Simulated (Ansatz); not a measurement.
## TiC₂: structures and their energies

6 relaxations of TiC2 ended in 5 distinct structures. All values below come from PBE (plane waves to 420 eV, PAW, scalar-relativistic; Ansatz, an electronic-structure program).

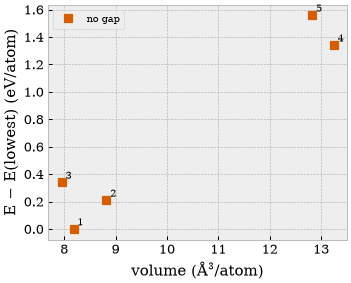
Figure. Energy against volume of the distinct structures, numbered as in the table

```csv
#,space group,Pearson,type,E − E(lowest) (eV/atom),V (Å³/atom),coordination,runs ending here
1,Cmcm,oS12,–,0.00,8.18,–,1
2,Fddd,oF24,–,0.21,8.82,–,1
3,P6/mmm,hP3,–,0.34,7.95,–,1
4,I4₁/amd,tI12,anatase type,1.34,13.24,"Ti 6, C 3",1
5,P4₂/mnm,tP6,–,1.56,12.82,–,2
```

Coordination numbers (neighbours up to the widest gap in distance over summed covalent radii, below 1.35; n+m marks a second, longer set; metal–metal contacts left out). All are gapless at this level. Cmcm, oS12 is the lowest among the structures calculated here.

TiC2 is taken in the orthorhombic space group Cmcm (No. 63), Pearson symbol oS12. Cell: a = 2.8842 Å, b = 12.5977 Å, c = 2.7024 Å, α = β = γ = 90.00°. C1 on 4c is surrounded by 2 C at 1.564 Å and 6 Ti at 2.246–2.350 Å. C2 on 4c is coordinated by 4 Ti at 2.169–2.213 Å. Ti on 4c is coordinated by 10 C at 2.169–2.350 Å and 2 Ti at 2.702 Å and 2 Ti at 2.884 Å and 2 Ti at 3.221 Å. (Neighbours: up to the widest gap in distance over summed covalent radii, below 1.35, at either atom; cation-cation and far metal-metal contacts left out.)
(The calculation used a cell of 6 atoms; values per cell refer to that cell.)

Each run could gain symmetry but not lose that of its start, so entries can be saddle points. All of these are generated cells (placed on structure types, drawn at random, substituted or restacked) that were not matched to a known phase here. The real structure of this composition may not be among these, and whether this composition forms is not checked here. Energies are at zero temperature and pressure, without zero-point motion. The runs use different k-meshes, so differences are rounded accordingly. No spin polarisation in the result. A magnetic state may lie lower.
